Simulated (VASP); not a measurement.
Band structure of PbO (litharge). All values below come from r2SCAN+rVV10, VASP's PBE PAW potentials (set 64) (plane waves; VASP 6.6.1).

The path is coarsely sampled, so an indirect gap can come out somewhat too large. Unless said otherwise, spin-orbit coupling is left out, though it shifts the bands of the heavy elements here.

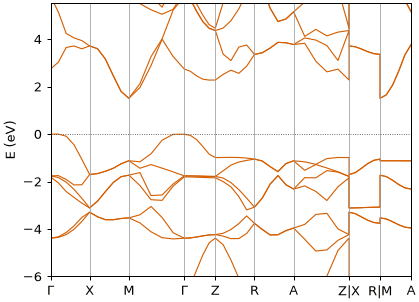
*Bands along high-symmetry lines, zero at the valence-band maximum or, without a gap, the Fermi level*

Question: Read the plot: is there a gap, and where are the band edges?

Answer: The gap is indirect, 1.51 eV, from the valence maximum at Γ-X at 0.20 to the conduction minimum at M.

The compound is PbO in the litharge structure. It was relaxed first.
